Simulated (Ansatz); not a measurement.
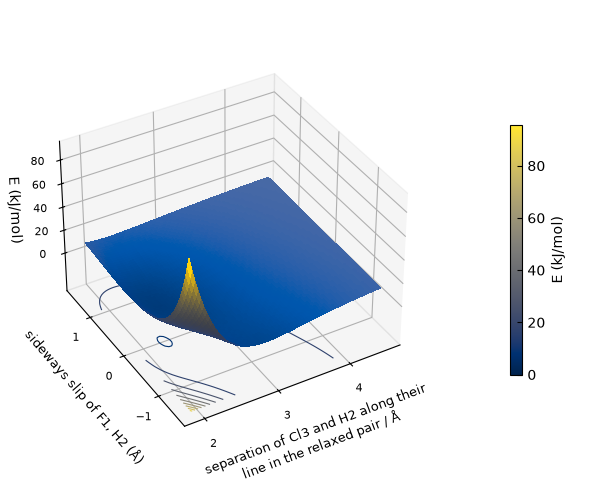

Energy landscape of the pair FH···BCl₃. Coordinates scanned: (1) separation of Cl3 and H2 along their line in the relaxed pair; (2) sideways slip of F1, H2. Nothing is relaxed (both partners rigid). The scan uses a 15 × 15 grid. Points are written as (first, second). Energies: kJ/mol, counted from the lowest grid point. These are results of RKS PBE-D4/def2-SVPD (Ansatz), not measurements.

The picture shows a relief with its contours projected below, any walls above the top of the colour scale cut off. Between grid points the surface is interpolated. 

Summarise what can be read from the map.

Answer. The lowest grid point is at (2.221 Å, 0.000 Å). The energy also falls towards the edge at (2.905 Å, −1.500 Å) (3.0 kJ/mol above the lowest), where a further well may lie outside the range. The highest grid point, (1.920 Å, −1.500 Å), lies 95.6 kJ/mol above the lowest. Round the minimum the valley is somewhat tilted: raising the first coordinate shifts the best value of sideways slip of F1, H2 downwards (coupling k₁₂/√(k₁₁k₂₂) about 0.2).

The values on the grid:

```csv
"second ↓, first →",1.920,1.985,2.091,2.221,2.370,2.535,2.714,2.905,3.108,3.321,3.544,3.775,4.016,4.264,4.520
1.500,11.8,11.2,10.6,10.3,10.4,10.8,11.4,12.0,12.6,13.3,13.9,14.5,14.9,15.3,15.6
1.286,10.9,10.1,9.2,8.8,8.9,9.4,10.2,11.0,11.9,12.7,13.4,14.1,14.6,15.1,15.4
1.071,10.0,8.8,7.5,6.9,7.1,7.8,8.9,10.0,11.0,12.0,12.9,13.7,14.3,14.9,15.3
0.857,9.1,7.4,5.7,5.0,5.2,6.1,7.5,8.9,10.2,11.4,12.4,13.3,14.0,14.6,15.1
0.643,8.4,6.1,4.0,3.0,3.3,4.5,6.1,7.8,9.4,10.7,11.9,12.9,13.7,14.4,14.9
0.429,7.9,5.2,2.5,1.4,1.7,3.0,4.8,6.8,8.6,10.1,11.4,12.5,13.4,14.2,14.8
0.214,7.8,4.7,1.7,0.3,0.5,1.9,3.8,5.9,7.9,9.5,10.9,12.1,13.1,14.0,14.6
0.000,8.4,5.0,1.6,0.0,0.1,1.3,3.2,5.3,7.3,9.0,10.5,11.7,12.8,13.7,14.5
−0.214,9.8,6.2,2.6,0.6,0.3,1.2,2.9,4.9,6.9,8.6,10.1,11.4,12.5,13.5,14.3
−0.429,12.4,8.6,4.6,2.0,1.1,1.6,2.9,4.7,6.5,8.2,9.7,11.0,12.2,13.3,14.1
−0.643,16.9,12.7,7.9,4.4,2.6,2.3,3.0,4.4,6.1,7.7,9.3,10.7,11.9,13.1,14.0
−0.857,24.5,19.3,13.0,7.9,4.7,3.2,3.2,4.1,5.6,7.2,8.8,10.3,11.7,12.8,13.8
−1.071,37.4,30.2,21.0,13.1,7.6,4.5,3.4,3.7,4.9,6.6,8.3,9.9,11.4,12.6,13.6
−1.286,59.4,48.3,33.9,21.3,12.0,6.3,3.7,3.3,4.2,5.9,7.8,9.6,11.1,12.4,13.5
−1.500,95.6,77.8,54.6,34.2,19.0,9.3,4.5,3.0,3.5,5.2,7.3,9.2,10.9,12.3,13.4
```

The input of one point:

```yaml
crystal:
  periodic: [false, false, false]
  atoms:
    - { symbol: F, position_ang: [-0.177685, 0.033273, -2.743018] }
    - { symbol: H, position_ang: [0.189976, -0.130041, -1.893452] }
    - { symbol: Cl, position_ang: [1.193227, -0.584137, 0.035311] }
    - { symbol: B, position_ang: [6.7e-05, 0.023344, 1.195646] }
    - { symbol: Cl, position_ang: [0.334637, -0.109495, 2.905783] }
    - { symbol: Cl, position_ang: [-1.481467, 0.740361, 0.612686] }
basis:
  gaussian: { orbitals: def2-SVPD }
hamiltonian:
  xc: pbe
  dispersion: d4
output:
  forces: true
```

The whole map (225 points run) took 31 min on 1 thread of Arm Neoverse N1, on a shared host.
